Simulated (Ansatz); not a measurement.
SbCl3 (antimony trichloride): the energy, rung by rung

SbCl3 has 4 atoms, charge 0, and is taken as a singlet. As SMILES, `[Cl][Sb]([Cl])[Cl]`. The shape is that of a PBE0-D4/def2-TZVP optimisation.

```xyz
4

Cl    0.4866    0.2837    1.9650
Sb    0.8059   -0.2239   -0.2908
Cl   -0.9439   -1.7527   -0.5125
Cl   -0.2930    1.6325   -1.1821
```

Each level gives the energy change with the Cl1–Sb2 bond stretched from 2.334 to 2.684 Å (eV). The values are calculated.

```
                                            level                    kind  program  value (eV)  CPU time (all runs)
       HF/def2-SVPD (core potential) (restricted)            Hartree–Fock   Ansatz        0.45                 15 s
    SVWN5/def2-SVPD (core potential) (restricted)                     LDA   Ansatz        0.40                 15 s
     BLYP/def2-SVPD (core potential) (restricted)                     GGA   Ansatz        0.14                 22 s
   r2SCAN/def2-SVPD (core potential) (restricted)                meta-GGA   Ansatz        0.34                 48 s
    B3LYP/def2-SVPD (core potential) (restricted)           global hybrid   Ansatz        0.27                 34 s
CAM-B3LYP/def2-SVPD (core potential) (restricted)  range-separated hybrid   Ansatz        0.39                 40 s
  wB97M-V/def2-SVPD (core potential) (restricted)  range-separated hybrid   Ansatz        0.44              4.6 min
    wB97X/def2-SVPD (core potential) (restricted)  range-separated hybrid   Ansatz        0.43              1.9 min
      MP2/def2-SVPD (core potential) (restricted)     perturbation theory   Ansatz        0.37                 19 s
     CCSD/def2-SVPD (core potential) (restricted)   coupled cluster or CI   Ansatz        0.35                 52 s
```

The first shape isn't each level's own minimum. The values span 0.14 to 0.45 eV. In the correlated wave-function rows the outer d shell of Sb is correlated, in sets not made for it. CPU times are rough (shared hosts, several kinds of processor and program).

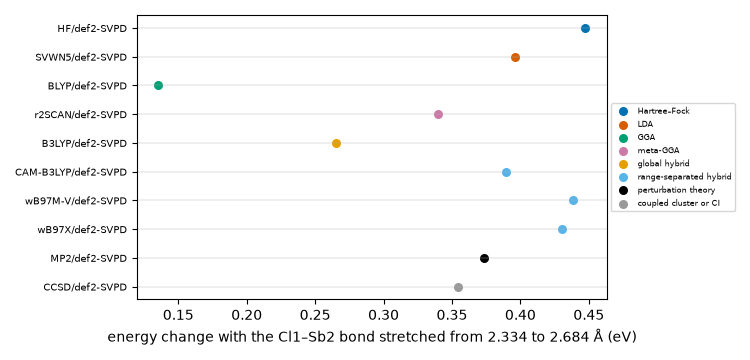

The values of the table, level by level.
